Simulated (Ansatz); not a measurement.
**Run report: Ge₂H₅OF, molecular dynamics (part 3 of 3)**

The same run, continued: Ge₂H₅OF; RKS PBE0-D4/def2-SVP (Ansatz 0.2.0). It belongs to a series of runs on one base structure; here: dynamics from the last frame of an earlier run.

Geometry of the input (Å):
```
Ge 0.1908  0.1113  0.0434
Ge 0.0628  -0.1728  2.3473
H  -1.3947  -0.8203  2.6217
H  1.0325  -1.0889  3.0972
H  -0.1160  1.1728  3.0542
H  1.6329  0.2066  -0.5720
O  -0.7615  1.5014  -0.4638
H  -1.6664  1.2021  -0.6210
F  -0.4439  -1.2710  -0.8012
```

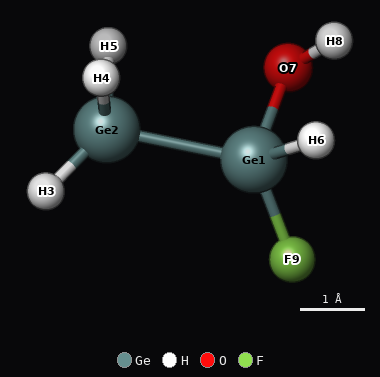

Fig. 1: The geometry at step 79 of the log (ball-and-stick view, seen at a tilt; atoms are numbered from 1 in the order of the input).

## Trajectory as extended XYZ, continued
```
9
Properties=species:S:1:pos:R:3:forces:R:3 step=57 time_fs=28.5 energy=-117843.86315 temperature=1966.7
Ge    0.2262    0.0848    0.1332    0.3564  -0.0925  -1.4498
Ge   -0.0456   -0.1495    2.3295    2.3350  -1.4823   3.4069
H     0.0527   -1.7265    2.7071   -0.8526   1.1783   0.1670
H     1.8056   -0.1945    2.3932   -2.2817   0.6595   0.3081
H    -0.7734    1.0326    3.2411    0.7957  -1.4509  -0.9526
H     1.6820    0.6351   -0.1281   -0.1468  -0.8214  -0.3098
O    -0.5626    1.6610   -0.1324    3.6141   0.2972  -2.6597
H     0.3885    1.8140   -0.6340   -3.8565   1.2554   1.2607
F    -0.1591   -1.2257   -0.9701    0.0364   0.4568   0.2293
9
Properties=species:S:1:pos:R:3:forces:R:3 step=60 time_fs=30.0 energy=-117843.58439 temperature=1612.7
Ge    0.2364    0.0875    0.1280   -0.0999  -1.2040  -0.6941
Ge   -0.0519   -0.1523    2.3420    2.8817  -2.2938   2.8926
H     0.1270   -1.7923    2.7553   -0.9794   1.8554  -0.0530
H     1.8112   -0.1339    2.4456   -2.3494   0.5711   0.1903
H    -0.7801    1.0168    3.1723    0.5250  -1.1065  -0.5431
H     1.6586    0.6659   -0.1666    0.1732  -0.7968  -0.3001
O    -0.5495    1.6627   -0.1144    2.8682  -0.1611  -2.1561
H     0.4088    1.6965   -0.5619   -3.0787   2.6507   0.4242
F    -0.1498   -1.2195   -0.9807    0.0593   0.4850   0.2392
9
Properties=species:S:1:pos:R:3:forces:R:3 step=62 time_fs=31.0 energy=-117843.50134 temperature=1713.9
Ge    0.2422    0.0892    0.1250   -0.2493  -2.0741  -0.2119
Ge   -0.0553   -0.1557    2.3501    3.2915  -2.7568   2.3866
H     0.1683   -1.8135    2.7842   -1.0744   2.0255  -0.1375
H     1.7857   -0.0959    2.4850   -2.3102   0.5291   0.1184
H    -0.7828    0.9993    3.1077    0.2098  -0.6825  -0.1393
H     1.6475    0.6849   -0.1960    0.2632  -0.7946  -0.2698
O    -0.5379    1.6649   -0.1051    1.2621  -0.3801  -1.3508
H     0.3837    1.6360   -0.5072   -1.4459   3.6498  -0.6295
F    -0.1431   -1.2128   -0.9899    0.0531   0.4837   0.2339
9
Properties=species:S:1:pos:R:3:forces:R:3 step=64 time_fs=32.0 energy=-117843.39962 temperature=1605.0
Ge    0.2470    0.0906    0.1214   -0.2046  -2.8388   0.1717
Ge   -0.0576   -0.1600    2.3583    3.7083  -3.1711   1.8269
H     0.2044   -1.8107    2.8154   -1.1629   2.0337  -0.1929
H     1.7335   -0.0467    2.5240   -2.1759   0.4725   0.0520
H    -0.7795    0.9824    3.0386   -0.2263  -0.1232   0.3068
H     1.6460    0.7000   -0.2231    0.1806  -0.8046  -0.2148
O    -0.5277    1.6682   -0.0965   -1.6903  -0.3854  -0.0443
H     0.3417    1.6024   -0.4472    1.5437   4.3640  -2.1052
F    -0.1365   -1.2051   -0.9988    0.0273   0.4530   0.1998
9
Properties=species:S:1:pos:R:3:forces:R:3 step=66 time_fs=33.0 energy=-117843.37407 temperature=1513.5
Ge    0.2517    0.0912    0.1183   -0.1058  -2.9662   0.3409
Ge   -0.0592   -0.1648    2.3662    4.0034  -3.5396   1.3221
H     0.2351   -1.7863    2.8500   -1.2472   1.9168  -0.2317
H     1.6589    0.0057    2.5698   -1.8663   0.4260  -0.0232
H    -0.7717    0.9683    2.9742   -0.7388   0.5053   0.7183
H     1.6474    0.7064   -0.2460    0.0883  -0.7921  -0.1624
O    -0.5215    1.6742   -0.0854   -4.6495  -0.3605   1.1680
H     0.3095    1.6093   -0.4074    4.5360   4.4281  -3.2569
F    -0.1295   -1.1979   -1.0043   -0.0200   0.3822   0.1248
9
Properties=species:S:1:pos:R:3:forces:R:3 step=68 time_fs=34.0 energy=-117843.76074 temperature=1903.4
Ge    0.2547    0.0899    0.1167    0.0298  -2.3972   0.2511
Ge   -0.0609   -0.1699    2.3738    3.8863  -3.8205   0.8530
H     0.2505   -1.7476    2.8811   -1.2942   1.6573  -0.2267
H     1.5566    0.0590    2.6174   -1.1511   0.4266  -0.0494
H    -0.7604    0.9597    2.9164   -1.2839   1.1326   1.0420
H     1.6504    0.7030   -0.2783    0.0130  -0.8015  -0.0706
O    -0.5187    1.6794   -0.0725   -4.0835  -0.6210   0.9839
H     0.3208    1.6546   -0.3954    3.9739   4.1522  -2.8080
F    -0.1226   -1.1919   -1.0074   -0.0904   0.2716   0.0247
9
Properties=species:S:1:pos:R:3:forces:R:3 step=70 time_fs=35.0 energy=-117844.36729 temperature=2407.5
Ge    0.2571    0.0885    0.1158    0.2424  -1.3993   0.0484
Ge   -0.0626   -0.1752    2.3815    2.9139  -3.6508   0.4459
H     0.2554   -1.6936    2.9078   -1.2938   1.1833  -0.1466
H     1.4362    0.1120    2.6623    0.1416   0.5735   0.0572
H    -0.7626    0.9612    2.8745   -1.6049   1.3643   1.1094
H     1.6579    0.6869   -0.3115   -0.0445  -0.8118   0.0368
O    -0.5176    1.6832   -0.0614   -0.6844  -0.6161  -0.3127
H     0.3667    1.7417   -0.4112    0.5100   3.2252  -1.1444
F    -0.1165   -1.1860   -1.0081   -0.1803   0.1317  -0.0941
9
Properties=species:S:1:pos:R:3:forces:R:3 step=72 time_fs=36.0 energy=-117844.66035 temperature=2454.6
Ge    0.2601    0.0871    0.1140    0.5558  -0.4089  -0.1526
Ge   -0.0647   -0.1806    2.3887    1.0674  -3.0157   0.0226
H     0.2526   -1.6348    2.9354   -1.2410   0.5470   0.0022
H     1.3182    0.1641    2.7036    1.9111   0.9516   0.3558
H    -0.7825    0.9778    2.8419   -1.5899   1.0568   0.9242
H     1.6607    0.6629   -0.3584   -0.0758  -0.8020   0.1663
O    -0.5161    1.6859   -0.0508    2.0363   0.0408  -1.4473
H     0.4075    1.8628   -0.4431   -2.3611   1.6675   0.3471
F    -0.1106   -1.1802   -1.0086   -0.3027  -0.0371  -0.2182
9
Properties=species:S:1:pos:R:3:forces:R:3 step=74 time_fs=37.0 energy=-117844.62427 temperature=2456.5
Ge    0.2639    0.0867    0.1121    0.9451   0.3505  -0.3239
Ge   -0.0674   -0.1867    2.3954   -1.0046  -1.7988  -0.4611
H     0.2358   -1.5742    2.9579   -1.1186  -0.3052   0.2726
H     1.2227    0.2181    2.7515    3.4590   1.4568   0.7581
H    -0.8221    1.0162    2.8049   -1.2198   0.2474   0.5732
H     1.6598    0.6423   -0.4163   -0.1371  -0.7973   0.3242
O    -0.5133    1.6889   -0.0411    3.3592   0.9441  -2.0918
H     0.4260    1.9952   -0.4698   -3.8414   0.1177   1.2770
F    -0.1047   -1.1735   -1.0095   -0.4416  -0.2152  -0.3283
9
Properties=species:S:1:pos:R:3:forces:R:3 step=77 time_fs=38.5 energy=-117844.56376 temperature=2299.6
Ge    0.2701    0.0855    0.1099    1.4638   1.2115  -0.4616
Ge   -0.0719   -0.1972    2.4058   -2.3054   0.6466  -1.1330
H     0.1944   -1.4945    2.9941   -0.8237  -1.7556   0.8580
H     1.1333    0.3284    2.8383    3.7638   1.7365   0.9813
H    -0.8887    1.0854    2.7435   -0.6057  -0.9426   0.1881
H     1.6553    0.6034   -0.5016   -0.2217  -0.7298   0.5556
O    -0.5065    1.6959   -0.0309    3.5290   1.8678  -2.2460
H     0.3863    2.1767   -0.4836   -4.1230  -1.5215   1.7503
F    -0.0964   -1.1628   -1.0106   -0.6770  -0.5129  -0.4928
9
Properties=species:S:1:pos:R:3:forces:R:3 step=79 time_fs=39.5 energy=-117844.81491 temperature=2411.6
Ge    0.2750    0.0849    0.1086    1.6715   1.6386  -0.4969
Ge   -0.0752   -0.2042    2.4128   -1.4360   2.5682  -0.9587
H     0.1559   -1.4606    3.0351   -0.6465  -2.3405   1.1558
H     1.1306    0.4178    2.9012    2.2480   1.0737   0.4957
H    -0.9439    1.1238    2.7134   -0.1831  -1.5533   0.0358
H     1.6525    0.5637   -0.5560   -0.2554  -0.6162   0.6986
O    -0.5031    1.7015   -0.0251    2.9838   1.9418  -2.0010
H     0.3173    2.2617   -0.4767   -3.5421  -2.0081   1.6593
F    -0.0932   -1.1560   -1.0109   -0.8401  -0.7043  -0.5886
9
Properties=species:S:1:pos:R:3:forces:R:3 step=81 time_fs=40.5 energy=-117845.11775 temperature=2431.1
Ge    0.2801    0.0844    0.1065    1.7896   2.0480  -0.4632
Ge   -0.0797   -0.2115    2.4196   -0.2434   3.8909  -0.4035
H     0.1209   -1.4481    3.0907   -0.5516  -2.2531   1.1567
H     1.1548    0.5198    2.9656    0.5833   0.1145  -0.1575
H    -1.0035    1.1442    2.6895    0.1589  -1.9291  -0.0378
H     1.6504    0.5183   -0.6041   -0.2659  -0.4731   0.8230
O    -0.5002    1.7090   -0.0213    1.8406   1.2687  -1.3236
H     0.2259    2.3160   -0.4503   -2.2997  -1.7556   1.1099
F    -0.0911   -1.1486   -1.0107   -1.0117  -0.9111  -0.7040
9
Properties=species:S:1:pos:R:3:forces:R:3 step=83 time_fs=41.5 energy=-117845.24055 temperature=2312.0
Ge    0.2858    0.0834    0.1038    1.8223   2.3919  -0.4135
Ge   -0.0840   -0.2179    2.4257    0.4645   4.1692   0.2971
H     0.0817   -1.4625    3.1542   -0.5365  -1.5030   0.7622
H     1.1834    0.6122    3.0166   -0.4650  -0.6211  -0.5880
H    -1.0705    1.1464    2.6668    0.4627  -2.1403  -0.0620
H     1.6495    0.4584   -0.6478   -0.2428  -0.2814   0.9327
O    -0.4997    1.7160   -0.0192   -0.2204  -0.7418   0.0414
H     0.1221    2.3479   -0.4007   -0.0880  -0.1686  -0.1549
F    -0.0899   -1.1421   -1.0111   -1.1969  -1.1048  -0.8149
9
Properties=species:S:1:pos:R:3:forces:R:3 step=85 time_fs=42.5 energy=-117845.03984 temperature=2123.0
Ge    0.2917    0.0818    0.1015    1.7857   2.6925  -0.2864
Ge   -0.0874   -0.2224    2.4317    0.7228   3.8637   1.0135
H     0.0254   -1.4984    3.2158   -0.5045  -0.5160   0.1708
H     1.2032    0.6943    3.0632   -1.0487  -1.1268  -0.8291
H    -1.1411    1.1374    2.6441    0.7306  -2.2461  -0.0634
H     1.6440    0.3960   -0.6741   -0.0947  -0.0796   0.9636
O    -0.4988    1.7193   -0.0167   -2.3887  -3.6573   1.5351
H     0.0200    2.3838   -0.3520    2.1877   2.3734  -1.5619
F    -0.0860   -1.1367   -1.0111   -1.3902  -1.3039  -0.9422
9
Properties=species:S:1:pos:R:3:forces:R:3 step=87 time_fs=43.5 energy=-117844.86053 temperature=1902.9
Ge    0.2982    0.0802    0.0993    1.7118   2.9493  -0.1174
Ge   -0.0915   -0.2256    2.4381    0.7472   3.2790   1.6121
H    -0.0323   -1.5483    3.2687   -0.4143   0.3984  -0.4080
H     1.2139    0.7581    3.1076   -1.3396  -1.4330  -0.9584
H    -1.2004    1.1084    2.6314    0.8915  -2.2147  -0.0591
H     1.6347    0.3369   -0.6959    0.1169   0.1051   0.9563
O    -0.4984    1.7201   -0.0109   -2.2550  -4.1982   1.6004
H    -0.0557    2.4458   -0.3218    2.1241   2.6216  -1.5519
F    -0.0832   -1.1316   -1.0108   -1.5825  -1.5074  -1.0740
9
Properties=species:S:1:pos:R:3:forces:R:3 step=89 time_fs=44.5 energy=-117844.77480 temperature=1953.1
Ge    0.3042    0.0787    0.0971    1.7928   3.1861   0.0611
Ge   -0.0967   -0.2269    2.4451    0.7497   2.6653   1.9943
H    -0.0864   -1.5953    3.3180   -0.2837   1.0699  -0.8502
H     1.2198    0.8141    3.1496   -1.5046  -1.6322  -1.0416
H    -1.2401    1.0485    2.6138    0.9028  -2.0192  -0.0148
H     1.6368    0.2779   -0.7153    0.1990   0.2611   0.9980
O    -0.4982    1.7209   -0.0042   -0.6047  -1.5846   0.4614
H    -0.0976    2.5383   -0.2994    0.5294  -0.2098  -0.3642
F    -0.0803   -1.1260   -1.0094   -1.7809  -1.7365  -1.2441
9
Properties=species:S:1:pos:R:3:forces:R:3 step=91 time_fs=45.5 energy=-117844.57572 temperature=1928.4
Ge    0.3097    0.0785    0.0952    1.9413   3.3080   0.2206
Ge   -0.1022   -0.2280    2.4519    0.7969   2.0214   2.1748
H    -0.1467   -1.6324    3.3631   -0.1234   1.4994  -1.1617
H     1.2128    0.8546    3.1880   -1.5889  -1.7432  -1.0925
H    -1.2687    0.9598    2.5807    0.7432  -1.6331   0.0824
H     1.6495    0.2194   -0.7234    0.1907   0.4028   1.0469
O    -0.4979    1.7227    0.0027    0.3565   0.6728  -0.2599
H    -0.1340    2.6303   -0.2732   -0.3706  -2.6329   0.3748
F    -0.0796   -1.1203   -1.0084   -1.9458  -1.8951  -1.3853
9
Properties=species:S:1:pos:R:3:forces:R:3 step=94 time_fs=47.0 energy=-117844.33699 temperature=1895.2
Ge    0.3177    0.0817    0.0918    1.9561   3.1829   0.4765
Ge   -0.1098   -0.2291    2.4624    1.1400   0.9500   2.1057
H    -0.2555   -1.6571    3.4096    0.1763   1.7459  -1.3965
H     1.1735    0.8721    3.2167   -1.6158  -1.7694  -1.0762
H    -1.3022    0.7937    2.5205    0.0819  -0.6830   0.2418
H     1.6517    0.1294   -0.7337    0.3548   0.6477   1.0269
O    -0.4930    1.7260    0.0151    0.6666   2.2486  -0.5564
H    -0.1928    2.7268   -0.2313   -0.5973  -4.3289   0.6594
F    -0.0838   -1.1128   -1.0090   -2.1626  -1.9939  -1.4813
9
Properties=species:S:1:pos:R:3:forces:R:3 step=96 time_fs=48.0 energy=-117844.34968 temperature=1854.1
Ge    0.3231    0.0843    0.0897    1.7844   3.1055   0.7732
Ge   -0.1135   -0.2312    2.4684    1.3351   0.3876   1.9555
H    -0.3232   -1.6522    3.4255    0.3776   1.7152  -1.4368
H     1.1253    0.8596    3.2167   -1.5662  -1.6999  -1.0071
H    -1.3390    0.6799    2.4803   -0.3894  -0.1011   0.2902
H     1.6457    0.0719   -0.7264    0.6072   0.8013   0.9133
O    -0.4894    1.7287    0.0219    0.5328   2.3568  -0.4889
H    -0.2451    2.7561   -0.1950   -0.3763  -4.5143   0.5612
F    -0.0900   -1.1059   -1.0091   -2.3052  -2.0511  -1.5606
9
Properties=species:S:1:pos:R:3:forces:R:3 step=98 time_fs=49.0 energy=-117844.56428 temperature=2101.0
Ge    0.3291    0.0872    0.0869    1.6031   3.0314   1.0266
Ge   -0.1170   -0.2346    2.4744    1.2598   0.0121   1.7290
H    -0.3814   -1.6368    3.4305    0.5627   1.5974  -1.4192
H     1.0570    0.8309    3.2087   -1.3986  -1.5227  -0.8730
H    -1.3864    0.5723    2.4492   -0.6713   0.2600   0.2753
H     1.6477    0.0243   -0.7179    0.7464   0.9118   0.8277
O    -0.4853    1.7327    0.0276    0.2617   1.5467  -0.2656
H    -0.3092    2.7501   -0.1461    0.0239  -3.8146   0.2798
F    -0.0969   -1.1014   -1.0089   -2.3876  -2.0220  -1.5806
9
Properties=species:S:1:pos:R:3:forces:R:3 step=100 time_fs=50.0 energy=-117844.91555 temperature=2491.5
Ge    0.3355    0.0907    0.0839    1.2949   2.9110   1.2576
Ge   -0.1200   -0.2383    2.4811    0.7054  -0.2817   1.2489
H    -0.4244   -1.5996    3.4290    0.6991   1.3019  -1.3117
H     0.9720    0.7810    3.1898   -0.9587  -1.0555  -0.5614
H    -1.4419    0.4692    2.4220   -0.6871   0.4247   0.2335
H     1.6601   -0.0091   -0.6911    0.8238   0.9695   0.7017
O    -0.4805    1.7393    0.0326   -0.0577  -1.1750   0.1218
H    -0.3808    2.7031   -0.0961    0.5280  -1.2547  -0.1870
F    -0.1043   -1.1005   -1.0090   -2.3478  -1.8401  -1.5033
```

## Results in brief

```json
{"quantity": "outcome", "value": "finished"}
{"quantity": "mean temperature over the second half", "value": "2090 K"}
{"quantity": "trajectory", "value": "100 steps, 50 fs"}
{"quantity": "ensemble", "value": "nvt_langevin"}
{"quantity": "temperature in the input", "value": "3000.0 K"}
{"quantity": "time step", "value": "0.5 fs"}
{"quantity": "potential energy (last step)", "value": "−117844.9156 eV"}
{"quantity": "mean-field energy (last step)", "value": "−117844.7695 eV"}
{"quantity": "largest force (length of the vector) (last step)", "value": "3.425 eV/Å"}
{"quantity": "wall time", "value": "5.5 min (CPU time 11 min)"}
{"quantity": "peak memory", "value": "0.31 GiB"}
```

## Remarks

So short a trajectory is not equilibrated. The logged temperature at the start can lie below the typed one, since it is counted over all degrees of freedom. The temperature stays far from the 3000 K of the thermostat over the second half: the run isn't equilibrated.
